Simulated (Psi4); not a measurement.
# CH6Si (SMILES [H][Si]([H])([H])C): HF/STO-3G

Aim: the vertical ionisation energy of CH6Si at HF/STO-3G, from 2 runs. 

The calculation is run with Psi4 1.11.

5 further runs of the same task are left out: 4 that didn't finish, 1 set aside as unsound or not needed.

## 1. The system as given

The species is CH6Si (8 atoms), meant as a singlet with charge 0. As SMILES, `[H][Si]([H])([H])C`. The coordinates come from a GFN2-xTB relaxation.

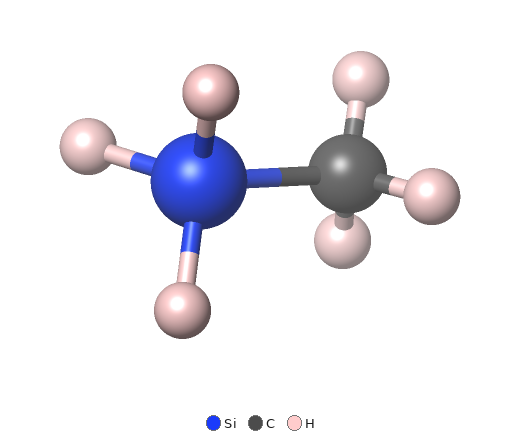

The structure, seen from a chosen angle (silicon blue, carbon dark grey, hydrogen pink).

## 2. A single-point energy at HF/STO-3G

Contents of ch6si.json:

```json
{
 "schema_name": "qcschema_input",
 "schema_version": 1,
 "molecule": {
  "schema_name": "qcschema_molecule",
  "schema_version": 2,
  "symbols": ["Si", "C", "H", "H", "H", "H", "H", "H"],
  "geometry": [-0.00366607, 0.00574477, -1.72273103, 0.00427078, -0.00651956, 1.85909366, -1.90461717, 0.08503768, 2.60910707, 1.04154145, 1.59953978, 2.60825669, 0.88068796, -1.71080686, 2.59595457, 2.60253082, -0.04775338, -2.65644471, -1.26125991, 2.29596055, -2.63873797, -1.35948787, -2.22120298, -2.65449829],
  "molecular_charge": 0,
  "molecular_multiplicity": 1,
  "fix_symmetry": "c1",
  "fix_com": true,
  "fix_orientation": true
 },
 "driver": "energy",
 "model": {
  "method": "hf",
  "basis": "STO-3G"
 },
 "keywords": {
  "reference": "rhf",
  "puream": true,
  "e_convergence": 1e-09,
  "d_convergence": 1e-08,
  "scf_type": "pk"
 }
}
```

Launch:

```console
psi4 --qcschema ch6si.json -n 1 --memory 1600MB
```

stdout:

```text
[...]
  Running in c1 symmetry.
[...]
  Nuclear repulsion =   62.765006592603761
[...]
  Multiplicity = 1
[...]
  Nalpha       = 13
  Nbeta        = 13
[...]
    Number of basis functions: 20
[...]
   @RHF iter   1:  -326.50461400791471   -2.30870e+00   3.33992e-03 DIIS/ADIIS
[...]
   @RHF iter   8:  -326.50827147376333   -2.27374e-13   1.85528e-09 DIIS
[...]
    Orbital Energies [Eh]
    ---------------------
    Doubly Occupied:
       1A    -67.975632     2A    -10.988803     3A     -5.957020
       4A     -3.982466     5A     -3.982465     6A     -3.982163
       7A     -0.895658     8A     -0.666281     9A     -0.518789
      10A     -0.518601    11A     -0.414488    12A     -0.414459
      13A     -0.389642
[...]
  @RHF Final Energy:  -326.50827147376333
   => Energetics <=
    Nuclear Repulsion Energy =             62.7650065926037612
    One-Electron Energy =                -577.1736237429389575
    Two-Electron Energy =                 187.9003456765718454
    Total Energy =                       -326.5082714737633296
[...]
 Multipole Moments:
 ------------------------------------------------------------------------------------
     Multipole            Electronic (a.u.)      Nuclear  (a.u.)        Total (a.u.)
 ------------------------------------------------------------------------------------
 L = 1.  Multiply by 2.5417464519 to convert [e a0] to [Debye]
 Dipole X            :          0.0266090           -0.0263050            0.0003040
 Dipole Y            :         -0.0421995            0.0420842           -0.0001153
 Dipole Z            :         13.1014465          -13.1000351            0.0014114
 Magnitude           :                                                    0.0014483
[...]
```

The result, in JSON:

```text
{
 "driver": "energy",
 "model": {
  "method": "hf",
  "basis": "STO-3G"
 },
 "success": true,
 "return_result": -326.50827147376333,
 "properties": {
  "calcinfo_nbasis": 20,
  "calcinfo_nmo": 20,
  "calcinfo_nalpha": 13,
  "calcinfo_nbeta": 13,
  "calcinfo_natom": 8,
  "nuclear_repulsion_energy": 62.76500659260376,
  "return_energy": -326.50827147376333,
  "scf_one_electron_energy": -577.173623742939,
  "scf_two_electron_energy": 187.90034567657185,
  "scf_dipole_moment": [0.0003039528046380191, -0.00011528072041255832, 0.0014113925531731297],
  "scf_total_energy": -326.50827147376333,
  "scf_iterations": 8
 }
}
```

It took 1.2 s on 1 thread of AMD EPYC 9R45 (Zen 5), shared host; peak memory 0.18 GiB.

## 3. The doublet cation

Contents of ch6si.inp:

```
memory 1600 MB

molecule m {
  1 2
  Si    -0.001940     0.003040    -0.911630
  C      0.002260    -0.003450     0.983790
  H     -1.007880     0.045000     1.380680
  H      0.551160     0.846440     1.380230
  H      0.466040    -0.905320     1.373720
  H      1.377200    -0.025270    -1.405730
  H     -0.667430     1.214970    -1.396360
  H     -0.719410    -1.175410    -1.404700
  units angstrom
  symmetry c1
  no_reorient
  no_com
}

set basis STO-3G
set reference uhf
set puream true
set e_convergence 1e-09
set d_convergence 1e-08
set scf_type pk
set maxiter 200

e, wfn = energy("hf", return_wfn=True)
oeprop(wfn, "QUADRUPOLE", "LOWDIN_CHARGES", "MAYER_INDICES")
```

Launch:

```console
psi4 ch6si.inp ch6si.out -n 1
```

ch6si.out:

```text
[...]
  Running in c1 symmetry.
[...]
  Nuclear repulsion =   62.765006577323007
[...]
  Multiplicity = 2
[...]
  Nalpha       = 13
  Nbeta        = 12
[...]
    Number of basis functions: 20
[...]
   @UHF iter   1:  -326.10503733895018   -1.90912e+00   1.32855e-02 ADIIS/DIIS
[...]
   @UHF iter  15:  -326.15972457360994   -5.11591e-13   3.50490e-09 DIIS
[...]
   @S^2 Observed:                7.552980267E-01
[...]
    Orbital Energies [Eh]
    ---------------------
    Alpha Occupied:
       1A    -68.317622     2A    -11.379284     3A     -6.293238
       4A     -4.324539     5A     -4.315595     6A     -4.315593
       7A     -1.265502     8A     -0.967464     9A     -0.850838
      10A     -0.850619    11A     -0.766819    12A     -0.686054
      13A     -0.685991
    Alpha Virtual:
      14A      0.147760    15A      0.260882    16A      0.260965
      17A      0.278012    18A      0.409893    19A      0.410150
      20A      0.448410
[...]
  @UHF Final Energy:  -326.15972457360994
   => Energetics <=
    Nuclear Repulsion Energy =             62.7650065773230068
    One-Electron Energy =                -568.8380561989887383
    Two-Electron Energy =                 179.9133250480558104
    Total Energy =                       -326.1597245736099353
  UHF NO Occupations:
  HONO-2 :   11  A 1.9996255
  HONO-1 :   12  A 1.9985597
[...]
 Multipole Moments:
 ------------------------------------------------------------------------------------
     Multipole            Electronic (a.u.)      Nuclear  (a.u.)        Total (a.u.)
 ------------------------------------------------------------------------------------
 L = 1.  Multiply by 2.5417464519 to convert [e a0] to [Debye]
 Dipole X            :          0.0268525           -0.0263050            0.0005475
 Dipole Y            :         -0.0422990            0.0420842           -0.0002148
 Dipole Z            :         13.1908719          -13.1000350            0.0908368
 Magnitude           :                                                    0.0908387
 L = 2.  Multiply by 1.3450342976 to convert [e a0^2] to [Debye ang]
 Quadrupole XX       :        -29.0063249           15.7004345          -13.3058904
 Quadrupole XY       :          0.0021896           -0.0035103           -0.0013206
[...]
```

It took 1.2 s on 1 thread of AMD EPYC 9R45 (Zen 5), shared host; peak memory 0.18 GiB.

## 4. Outcome

Level: HF/STO-3G.

| quantity | value |
| --- | --- |
| singlet CH6Si: total energy | -326.50827 Eh |
| singlet CH6Si: dipole moment | 0.00 D |
| singlet CH6Si: HOMO energy | -10.60 eV |
| singlet CH6Si: LUMO energy | 14.23 eV |
| singlet CH6Si: HOMO–LUMO gap | 24.83 eV |
| doublet cation: total energy | -326.15972 Eh |
| doublet cation: HOMO energy (highest over α and β) | -18.22 eV |
| doublet cation: LUMO energy (lowest over α and β) | -8.40 eV |
| doublet cation: ⟨S²⟩ | 0.755 |
| vertical ionisation energy (to the doublet cation) | 9.484 eV |

The vertical ionisation energy comes to 9.48 eV (915 kJ/mol). The negative HOMO energy of the first species, 10.60 eV, lies 1.12 eV above that difference. In a minimal basis such a difference can be off by several eV, whatever the method.
